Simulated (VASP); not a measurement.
# LaPt3: interstitial H from one void to a neighbouring one, part 2 of 5

How hard is this move in LaPt3: interstitial H from one void to a neighbouring one? Both ends are relaxed first, then a band of images between them. The start is a cell from a database of measured crystal structures.

VASP 6.6.1, plane waves and PAW; the level of theory is named at each step.

So far. Step 2 (Relax the host): The run ended after 4 ionic steps, 0.178 eV below its first step, once forces and stress met EDIFFG = -0.02. The relaxed cell has a = 4.164 Å (conventional setting).

## (3) Relax the host again, on a new basis

Level of this step: PBEsol; plane waves and PAW (Pt, La) (VASP).

The volume changed by more than 5 %, so the plane waves of the start no longer fit; a second relaxation removes that error.

Contents of INCAR:

```
SYSTEM = LaPt3
PREC = Accurate
ENCUT = 350
EDIFF = 1E-06
NELM = 120
ISMEAR = 0
SIGMA = 0.1
LREAL = .FALSE.
ALGO = Normal
GGA = PS
NBANDS = 26
LORBIT = 11
LWAVE = .FALSE.
LCHARG = .FALSE.
KPAR = 3
IBRION = 2
NSW = 30
ISIF = 3
EDIFFG = -0.02
POTIM = 0.4
```

Contents of POSCAR:

```
LaPt3
1.0
    4.1638765755      0.0000000000      0.0000000000
    0.0000000000      4.1638765755      0.0000000000
    0.0000000000      0.0000000000      4.1638765755
Pt La
3 1
Direct
    0.5000000000      0.5000000000      0.0000000000
    0.5000000000      0.0000000000      0.5000000000
    0.0000000000      0.5000000000      0.5000000000
    0.0000000000      0.0000000000      0.0000000000
```

Contents of KPOINTS:

```
Automatic mesh
0
Gamma
5 5 5
0 0 0
```

Potentials, in the order of the species: Pt and La (PBE family, release 64).

Run with:

```console
$ mpirun -np 3 vasp_std
```

Log:

```text
[banner, memory and clock lines left out]
running    3 mpi-ranks, on    1 nodes
 distrk:  each k-point on    1 cores,    3 groups
 distr:  one band on    1 cores,    1 groups

 POSCAR found type information on POSCAR PtLa
 POSCAR found :  2 types and       4 ions
 [... a notice as in an earlier step ...]

 LDA part: xc-table for (Slater+PW92), standard interpolation
 POSCAR, INCAR and KPOINTS ok, starting setup
 FFT: planning ... GRIDC
 FFT: planning ... GRID_SOFT
 FFT: planning ... GRID
 WAVECAR not read
 entering main loop
       N       E                     dE             d eps       ncg     rms          rms(c)
DAV:   1     0.255300089589E+03    0.25530E+03   -0.13233E+04   576   0.167E+03
DAV:   2     0.200735030204E+02   -0.23523E+03   -0.22367E+03   594   0.298E+02
DAV:   3    -0.283723640107E+02   -0.48446E+02   -0.44696E+02   838   0.113E+02
DAV:   4    -0.328923580567E+02   -0.45200E+01   -0.43936E+01   932   0.438E+01
DAV:   5    -0.330998795127E+02   -0.20752E+00   -0.20604E+00   784   0.619E+00    0.178E+01
DAV:   6    -0.303254319146E+02    0.27744E+01   -0.61521E+01   910   0.725E+01    0.945E+00
DAV:   7    -0.296707679877E+02    0.65466E+00   -0.73106E+00   796   0.305E+01    0.468E+00
DAV:   8    -0.295424924571E+02    0.12828E+00   -0.12616E+00   828   0.988E+00    0.204E+00
DAV:   9    -0.295188616798E+02    0.23631E-01   -0.16889E-01   798   0.260E+00    0.432E-01
DAV:  10    -0.295197265383E+02   -0.86486E-03   -0.11693E-02   840   0.796E-01    0.232E-01
DAV:  11    -0.295182510564E+02    0.14755E-02   -0.81212E-03   856   0.999E-01    0.760E-02
DAV:  12    -0.295182861202E+02   -0.35064E-04   -0.40404E-04   838   0.158E-01    0.151E-02
DAV:  13    -0.295182826192E+02    0.35010E-05   -0.26074E-05   864   0.473E-02    0.765E-03
DAV:  14    -0.295182808022E+02    0.18170E-05   -0.30818E-06   542   0.193E-02    0.241E-03
DAV:  15    -0.295182806146E+02    0.18753E-06   -0.16699E-06   504   0.117E-02
   1 F= -.29518281E+02 E0= -.29511318E+02  d E =-.295183E+02
 curvature:   0.00 expect dE= 0.000E+00 dE for cont linesearch  0.000E+00
 trial: gam= 0.00000 g(F)=  0.000E+00 g(S)=  0.386E-04 ort = 0.000E+00 (trialstep = 0.100E+01)
 search vector abs. value=  0.386E-04
 reached required accuracy - stopping structural energy minimisation
```

Wall time 3.8 s (3 MPI ranks of Intel Xeon 6975P-C (Granite Rapids), shared host); peak memory 0.47 GiB; 9.8 s of CPU time.

Parts of OUTCAR (step 3):

```text
  LATTYP: Found a simple cubic cell.
 ALAT       =     4.1638765755

The static configuration has the point symmetry O_h .

 Found     10 irreducible k-points:

   ENCUT  =  350.0 eV  25.72 Ry    5.07 a.u.   6.35  6.35  6.35*2*pi/ulx,y,z

   NELECT =      41.0000    total number of electrons

 E-fermi :  10.4414

 k-point     1 :       0.0000    0.0000    0.0000
  band No.  band energies     occupation
    ...
     13       7.8251      2.00000
     14       7.8251      2.00000
     15       9.3683      2.00000
     16       9.3683      2.00000
     17      10.1706      1.99987
     18      10.6287      0.00808
     19      10.6287      0.00808
     20      10.6287      0.00808
     21      13.1417      0.00000
     22      13.1417      0.00000
    ...

 k-point     2 :       0.2000    0.0000    0.0000
  band No.  band energies     occupation
    ...
     15       9.0855      2.00000
     16       9.3237      2.00000
     17       9.6492      2.00000
     18       9.6492      2.00000
     19       9.8082      2.00000
     20      10.6295      0.00782
     21      11.0581      0.00000
     22      13.3602      0.00000
     23      13.3602      0.00000
     24      13.9401      0.00000
    ...

  Total        0.0365312      0.0365312      0.0365312     -0.0000000      0.0000000     -0.0000000
  in kB        0.8107396      0.8107396      0.8107396     -0.0000000      0.0000000     -0.0000000
  external PRESSURE =       0.8107396 kB  Pullay stress =       0.0000000 kB

  energy-cutoff  :      350.00
  volume of cell :       72.19
      direct lattice vectors                 reciprocal lattice vectors
     4.163876575  0.000000000  0.000000000     0.240160817  0.000000000  0.000000000
     0.000000000  4.163876575  0.000000000     0.000000000  0.240160817  0.000000000
     0.000000000  0.000000000  4.163876575     0.000000000  0.000000000  0.240160817

 POSITION                                       TOTAL-FORCE (eV/Angst)
 -----------------------------------------------------------------------------------
      2.08194      2.08194      0.00000         0.000000      0.000000      0.000000
      2.08194      0.00000      2.08194         0.000000      0.000000      0.000000
      0.00000      2.08194      2.08194         0.000000      0.000000      0.000000
      0.00000      0.00000      0.00000         0.000000      0.000000      0.000000
 -----------------------------------------------------------------------------------
    total drift:                                0.000000      0.000000      0.000000

  FREE ENERGIE OF THE ION-ELECTRON SYSTEM (eV)
  ---------------------------------------------------
  free  energy   TOTEN  =       -29.5182806146 eV

  energy  without entropy=      -29.5043562775  energy(sigma->0) =      -29.51131845

 total charge
# of ion       s       p       d       f       tot
--------------------------------------------------
    1        0.665   0.423   8.148   0.000   9.236
    2        0.665   0.423   8.148   0.000   9.236
    3        0.665   0.423   8.148   0.000   9.236
    4        2.093   5.597   0.937   0.275   8.902
--------------------------------------------------
tot          4.087   6.865  25.381   0.275  36.608

[... 5 parts as in an earlier step ...]

[... 6 further parts left out ...]
```

CONTCAR:

```
LaPt3
   1.00000000000000
     4.1638765754999998    0.0000000000000000    0.0000000000000000
     0.0000000000000000    4.1638765754999998    0.0000000000000000
     0.0000000000000000    0.0000000000000000    4.1638765754999998
  Pt              La
     3     1
Direct
     0.5000000000000000    0.5000000000000000    0.0000000000000000
     0.5000000000000000    0.0000000000000000    0.5000000000000000
     0.0000000000000000    0.5000000000000000    0.5000000000000000
     0.0000000000000000    0.0000000000000000    0.0000000000000000
```

Little changed from the start: no atom moved by 0.005 Å and no cell edge by 0.1 %.

This step gave:

| Quantity | Value |
| --- | --- |
| electronic cycles | 15 |
| free energy (TOTEN) | -29.52 eV |
| energy at zero smearing | -29.51 eV |

The start already met the threshold, so nothing moved.

## (4) Relax the start

This step: PBEsol; plane waves and PAW (Pt, La, H) (VASP 6.6.1).

System of this step: La4HPt12. The cell holds 17 atoms: 12 Pt, 4 La and 1 H. Cell: a = 7.212 Å, b = 7.212 Å, c = 7.212 Å, α = 109.5°, β = 109.5°, γ = 109.5°. It derives from LaPt3. Nearest the centre at fractional (0.000, 0.125, 0.375): Pt6 at 1.48 Å, H17 at 1.48 Å, Pt1 at 1.49 Å, La16 at 2.55 Å, Pt10 at 2.56 Å, La13 at 2.57 Å, Pt11 at 2.58 Å, Pt3 at 3.28 Å.

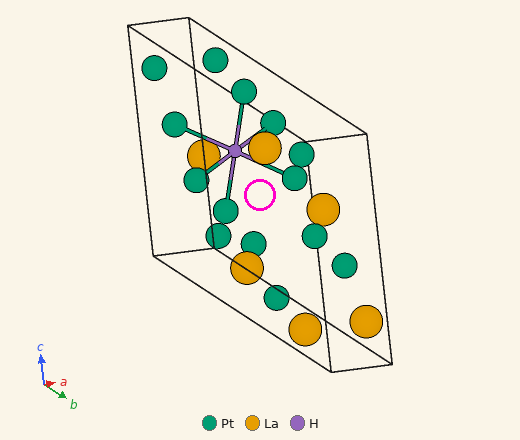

The cell of this step (platinum teal, lanthanum orange, hydrogen purple). A ring marks the centre wherever it is empty. Some periodic images of atoms are drawn too.

A path needs two true minima; the start is relaxed with symmetry off.

Contents of INCAR:

```
SYSTEM = La4HPt12
PREC = Normal
ENCUT = 280
EDIFF = 1E-05
NELM = 120
ISMEAR = 1
SIGMA = 0.15
LREAL = Auto
ALGO = Fast
GGA = PS
NBANDS = 102
LORBIT = 11
LWAVE = .FALSE.
LCHARG = .FALSE.
KPAR = 3
IBRION = 2
NSW = 60
ISIF = 2
EDIFFG = -0.05
POTIM = 0.4
MAXMIX = 40
ISYM = 0
```

Contents of POSCAR:

```
La4HPt12
1.0
   -4.1638765755      4.1638765755      4.1638765755
    4.1638765755     -4.1638765755      4.1638765755
    4.1638765755      4.1638765755     -4.1638765755
Pt La H
12 4 1
Direct
    0.2527667852      0.2516235382      0.5028031627
    0.7532463269      0.7479423438      0.4990446370
    0.7522711780      0.2495860088      0.0001060667
    0.2513812495      0.7520193814      0.0007746501
    0.2484508925      0.4970734642      0.2478400800
    0.7493930304      0.0007358274      0.2515335909
    0.7494018793      0.4981417166      0.7475044873
    0.2555255916      0.0017558672      0.7524459440
    0.4950435963      0.2430691160      0.2389521804
    0.0010350089      0.7495079862      0.2494991508
   -0.0035774974      0.2541793596      0.7524155807
    0.5031455456      0.7564983554      0.7564590642
   -0.0035558461     -0.0008322572     -0.0051924727
    0.4954115385      0.4986209664     -0.0026858096
    0.4974950708     -0.0004090266      0.4975580561
   -0.0011304500      0.4990133986      0.5003147770
    0.0029107857      0.0021965021      0.5035661841
```

Contents of KPOINTS:

```
Automatic mesh
0
Gamma
3 3 3
0 0 0
```

Potentials, in the order of the species: Pt, La and H (PBE family, release 64).

Run with:

```console
$ mpirun -np 3 vasp_std
```

Log:

```text
[banner, memory and clock lines left out]
running    3 mpi-ranks, on    1 nodes
 distrk:  each k-point on    1 cores,    3 groups
 distr:  one band on    1 cores,    1 groups

 POSCAR found type information on POSCAR PtLaH
 POSCAR found :  3 types and      17 ions
 [... a notice as in an earlier step ...]

 LDA part: xc-table for (Slater+PW92), standard interpolation
 POSCAR, INCAR and KPOINTS ok, starting setup
 FFT: planning ... GRIDC
 FFT: planning ... GRID_SOFT
 FFT: planning ... GRID
 WAVECAR not read
 entering main loop
       N       E                     dE             d eps       ncg     rms          rms(c)
DAV:   1     0.150042173495E+04    0.15004E+04   -0.40701E+04  2894   0.145E+03
DAV:   2     0.272528445976E+03   -0.12279E+04   -0.11267E+04  3104   0.392E+02
DAV:   3    -0.194891632461E+02   -0.29202E+03   -0.25942E+03  3312   0.176E+02
DAV:   4    -0.113430346038E+03   -0.93941E+02   -0.86898E+02  5284   0.839E+01
DAV:   5    -0.132664237937E+03   -0.19234E+02   -0.18633E+02  5264   0.398E+01    0.369E+01
RMM:   6    -0.113879024327E+03    0.18785E+02   -0.17598E+02  3815   0.653E+01    0.116E+01
RMM:   7    -0.122596254456E+03   -0.87172E+01   -0.93150E+01  4124   0.190E+01    0.132E+01
RMM:   8    -0.124078669266E+03   -0.14824E+01   -0.21363E+01  4398   0.844E+00    0.115E+01
RMM:   9    -0.121657355239E+03    0.24213E+01   -0.20328E+01  4048   0.150E+01    0.972E+00
RMM:  10    -0.124114624369E+03   -0.24573E+01   -0.16557E+01  4233   0.107E+01    0.102E+01
RMM:  11    -0.121954495402E+03    0.21601E+01   -0.45099E+00  4067   0.770E+00    0.437E+00
RMM:  12    -0.121800765158E+03    0.15373E+00   -0.10760E+00  4224   0.241E+00    0.351E+00
RMM:  13    -0.121735643578E+03    0.65122E-01   -0.32666E-01  4397   0.140E+00    0.296E+00
RMM:  14    -0.121611836982E+03    0.12381E+00   -0.48095E-01  4197   0.177E+00    0.188E+00
RMM:  15    -0.121571393404E+03    0.40444E-01   -0.43382E-01  4192   0.161E+00    0.794E-01
RMM:  16    -0.121578406393E+03   -0.70130E-02   -0.16173E-01  4262   0.848E-01    0.322E-01
RMM:  17    -0.121582474758E+03   -0.40684E-02   -0.52116E-02  4471   0.503E-01    0.248E-01
RMM:  18    -0.121585449298E+03   -0.29745E-02   -0.28763E-02  4740   0.246E-01    0.913E-02
RMM:  19    -0.121586599137E+03   -0.11498E-02   -0.10040E-02  4113   0.191E-01    0.117E-01
RMM:  20    -0.121587192031E+03   -0.59289E-03   -0.58800E-03  4323   0.930E-02    0.111E-01
RMM:  21    -0.121587515506E+03   -0.32348E-03   -0.32417E-03  3799   0.740E-02    0.851E-02
RMM:  22    -0.121587694923E+03   -0.17942E-03   -0.23567E-03  4033   0.768E-02    0.611E-02
RMM:  23    -0.121587809444E+03   -0.11452E-03   -0.14181E-03  4055   0.630E-02    0.317E-02
RMM:  24    -0.121587819238E+03   -0.97941E-05   -0.51898E-04  2895   0.463E-02    0.191E-02
RMM:  25    -0.121587805228E+03    0.14010E-04   -0.94804E-05  2583   0.385E-02    0.216E-02
RMM:  26    -0.121587806566E+03   -0.13382E-05   -0.77223E-05  2337   0.331E-02
   1 F= -.12158781E+03 E0= -.12158742E+03  d E =-.121588E+03
 curvature:   0.00 expect dE= 0.000E+00 dE for cont linesearch  0.000E+00
 trial: gam= 0.00000 g(F)=  0.558E-01 g(S)=  0.000E+00 ort = 0.000E+00 (trialstep = 0.100E+01)
 search vector abs. value=  0.558E-01
 bond charge predicted
       N       E                     dE             d eps       ncg     rms          rms(c)
DAV:   1    -0.121558789123E+03    0.29016E-01   -0.97384E+00  3704   0.867E+00    0.542E-01
RMM:   2    -0.121633188802E+03   -0.74400E-01   -0.64621E-01  3651   0.480E+00    0.767E-01
RMM:   3    -0.121631552879E+03    0.16359E-02   -0.16927E-01  4039   0.140E+00    0.540E-01
RMM:   4    -0.121631270278E+03    0.28260E-03   -0.32360E-02  4200   0.518E-01    0.297E-01
RMM:   5    -0.121631744916E+03   -0.47464E-03   -0.51854E-03  4285   0.210E-01    0.287E-01
RMM:   6    -0.121631981013E+03   -0.23610E-03   -0.63869E-03  4031   0.299E-01    0.306E-01
RMM:   7    -0.121631664309E+03    0.31670E-03   -0.16109E-03  4218   0.130E-01    0.166E-01
RMM:   8    -0.121631051277E+03    0.61303E-03   -0.93093E-04  4152   0.116E-01    0.993E-02
RMM:   9    -0.121630902695E+03    0.14858E-03   -0.28974E-03  4221   0.193E-01    0.537E-02
RMM:  10    -0.121630914430E+03   -0.11735E-04   -0.33693E-04  3946   0.508E-02    0.547E-02
RMM:  11    -0.121630915138E+03   -0.70801E-06   -0.10518E-04  3197   0.514E-02    0.422E-02
RMM:  12    -0.121630876231E+03    0.38908E-04   -0.12168E-04  3222   0.550E-02    0.270E-02
RMM:  13    -0.121630883501E+03   -0.72700E-05   -0.89631E-05  2736   0.366E-02
   2 F= -.12163088E+03 E0= -.12163080E+03  d E =-.430769E-01
[...]
WARNING in EDDRMM: call to ZHEGV failed, returncode =   8  4     19
[... from here on, the cycles between the ionic steps are left out ...]
   3 F= -.12164862E+03 E0= -.12164862E+03  d E =-.608157E-01
   4 F= -.12164875E+03 E0= -.12164875E+03  d E =-.609406E-01
   5 F= -.12165475E+03 E0= -.12165476E+03  d E =-.600354E-02
   6 F= -.12165621E+03 E0= -.12165623E+03  d E =-.746332E-02
   7 F= -.12165628E+03 E0= -.12165630E+03  d E =-.753397E-02
   8 F= -.12165631E+03 E0= -.12165633E+03  d E =-.756405E-02
 curvature:  -1.72 expect dE=-0.103E-02 dE for cont linesearch -0.149E-07
 trial: gam= 0.09662 g(F)=  0.600E-03 g(S)=  0.000E+00 ort =-0.799E-05 (trialstep = 0.140E+01)
 search vector abs. value=  0.667E-03
 bond charge predicted
       N       E                     dE             d eps       ncg     rms          rms(c)
DAV:   1    -0.121655497522E+03    0.80715E-03   -0.23433E-01  3012   0.122E+00    0.740E-02
RMM:   2    -0.121656878911E+03   -0.13814E-02   -0.12568E-02  3720   0.644E-01    0.996E-02
RMM:   3    -0.121657060647E+03   -0.18174E-03   -0.39543E-03  3918   0.187E-01    0.383E-02
RMM:   4    -0.121657129868E+03   -0.69221E-04   -0.59928E-04  3611   0.781E-02    0.483E-02
RMM:   5    -0.121657140669E+03   -0.10801E-04   -0.10104E-04  2782   0.490E-02    0.517E-02
RMM:   6    -0.121657148795E+03   -0.81255E-05   -0.11606E-04  2852   0.729E-02    0.601E-02
RMM:   7    -0.121657166006E+03   -0.17211E-04   -0.19478E-04  3062   0.497E-02    0.658E-02
RMM:   8    -0.121657113206E+03    0.52800E-04   -0.52647E-05  2422   0.596E-02    0.427E-02
RMM:   9    -0.121657088506E+03    0.24700E-04   -0.10488E-04  2803   0.441E-02    0.193E-02
RMM:  10    -0.121657092066E+03   -0.35601E-05   -0.26309E-05  1869   0.434E-02
   9 F= -.12165709E+03 E0= -.12165710E+03  d E =-.780803E-03
 trial-energy change:   -0.000781  1 .order   -0.000714   -0.000841   -0.000588
 step:   4.6525(harm=  4.6525)  dis= 0.00792  next Energy=  -121.657706 (dE=-0.139E-02)
 reached required accuracy - stopping structural energy minimisation
```

Wall time 2.9 min (3 MPI ranks); peak memory 0.77 GiB; 8.7 min of CPU time.

(Continued in part 3 of 5.)

[Lines on the potential files, build, host, timing and source positions are cut from VASP's logs without a mark.]

[Logs are printed without paths, hosts, clocks, repeated set-up lines and the standing remarks that a program may print on its own settings, such as how far it seeks lower states.]

[Hosts, paths, dates, database ids (printed as entryN), source tags and the programs' standing remarks are cut or masked in the printed files.]

[Runs that stopped without an error message from VASP are left out.]
